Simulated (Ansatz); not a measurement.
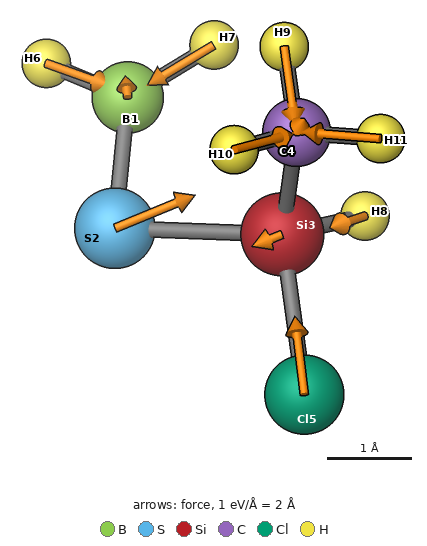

Starting geometry of CH$_{6}$BClSSi with the computed forces as orange arrows. Style: ball-and-stick. Shown from a free direction.

The start comes from PBE-D4/def2-SVP.

All numbers below come from Ansatz 0.2.0, RKS PBE0-D4/def2-TZVP.

Input file:
```yaml
crystal:
  periodic: [false, false, false]
  atoms:
    - {symbol: B, position_ang: [-1.318150, 1.143324, 1.427722]}
    - {symbol: S, position_ang: [-1.889590, 0.282638, -0.026955]}
    - {symbol: Si, position_ang: [0.048330, 0.106568, -1.028637]}
    - {symbol: C, position_ang: [1.131161, -1.149058, -0.160260]}
    - {symbol: Cl, position_ang: [-0.341424, -0.548202, -2.967807]}
    - {symbol: H, position_ang: [-2.149295, 1.399568, 2.272905]}
    - {symbol: H, position_ang: [-0.151217, 1.460643, 1.564320]}
    - {symbol: H, position_ang: [0.674315, 1.465340, -1.111616]}
    - {symbol: H, position_ang: [1.340047, -0.822561, 0.878550]}
    - {symbol: H, position_ang: [0.626883, -2.135266, -0.128681]}
    - {symbol: H, position_ang: [2.094237, -1.259994, -0.698941]}
basis:
  gaussian: {orbitals: def2-TZVP}
hamiltonian: {xc: pbe0, dispersion: d4}
relax: {f_tol: 0.005, max_steps: 150}
```

Run as
```bash
ansatz run in.yaml --threads 4 --pin off --events-out ev --progress --plain --max-ram 10444MiB
```

Is this structure relaxed? If not, where do the atoms go?

It isn't relaxed: the largest force vector, on H atoms, is 0.54 eV/Å. The final displacements follow the starting forces only in part (cosine between the two patterns 0.72). H6 moves most after the best rigid fit: 0.042 Å. Largest moves by element: H 0.042 Å, Cl 0.041 Å, B 0.021 Å, S 0.021 Å, Si 0.021 Å, C 0.015 Å. Some distances before and after: S2–Si3 2.189 → 2.153 Å, Si3–Cl5 2.084 → 2.056 Å, B1–H6 1.213 → 1.192 Å, B1–H7 1.217 → 1.196 Å. Over 6 geometry steps the energy falls by 4.80 kJ/mol. Largest force component: 0.52 eV/Å at the start, 0.0025 eV/Å at the end. The run took 27 s on 4 threads of Arm Neoverse V2, with other jobs on the host.
